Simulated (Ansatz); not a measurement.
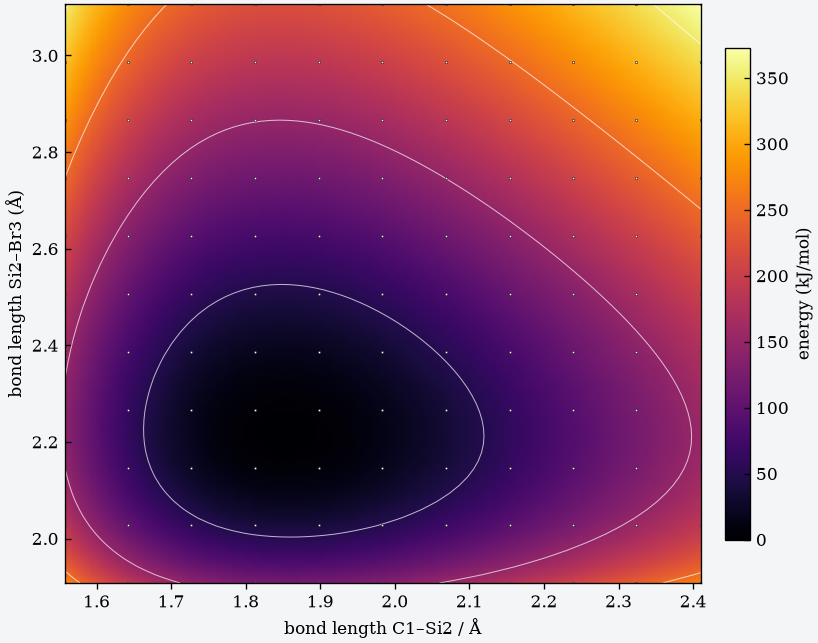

Energy landscape of C₂H₅BrOSi, SMILES C[Si]1(Br)CO1. 
- The first coordinate is: bond length C1–Si2; the second: bond length Si2–Br3.
- Nothing is relaxed (all other coordinates rigid).
- The grid has 11 × 11 points.
- Energies: kJ/mol, counted from the relaxed molecule at the same level.
- The calculation used Ansatz, RHF/def2-SVP.

Drawn: a smooth colour map with a few white contour lines, dots at the grid points. Between grid points the surface is interpolated. 

Q: Where are the wells?

A: The lowest grid point is at bond length C1–Si2 = 1.813 Å, bond length Si2–Br3 = 2.267 Å, 3.4 kJ/mol from the relaxed molecule at the same level. It is the only kind of minimum in the scanned range. The highest grid point, bond length C1–Si2 = 2.410 Å, bond length Si2–Br3 = 3.106 Å, lies 370 kJ/mol above the lowest. Round the minimum the two coordinates are nearly uncoupled.

The whole map (121 points run) took 14 min on 1 thread of Arm Neoverse N1, with other jobs on the host.
